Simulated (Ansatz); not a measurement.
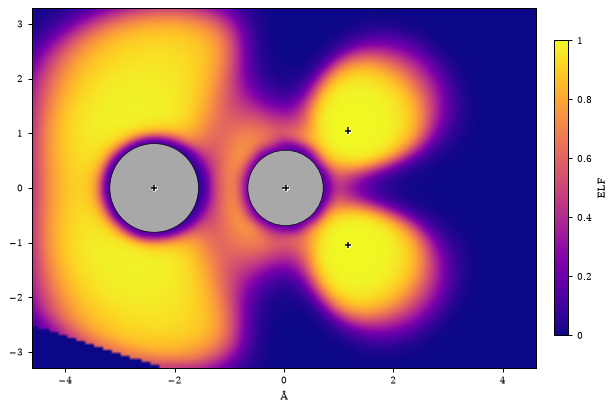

The electron localisation function on a plane through atoms (crosses mark nuclei in the plane; grey discs cover the cores).

Computed with Ansatz, RKS PBE0-D4/def2-TZVPPD.

Candidates:
A. AlH₂Se (charge −1)
B. C₂H₄Cl (charge −1)

Q: Which system is this?

A: Candidate A: AlH₂Se on the molecular plane, which holds Al, Se and H. Al–Se (2.40 Å): the ELF peaks at about 0.70 in the valence shell of Se, 1.0 Å from its nucleus, and is about 0.55 at the midpoint. Se–H (1.55 Å): the ELF climbs to about 1 towards the hydrogen, as it does in any bond to H.
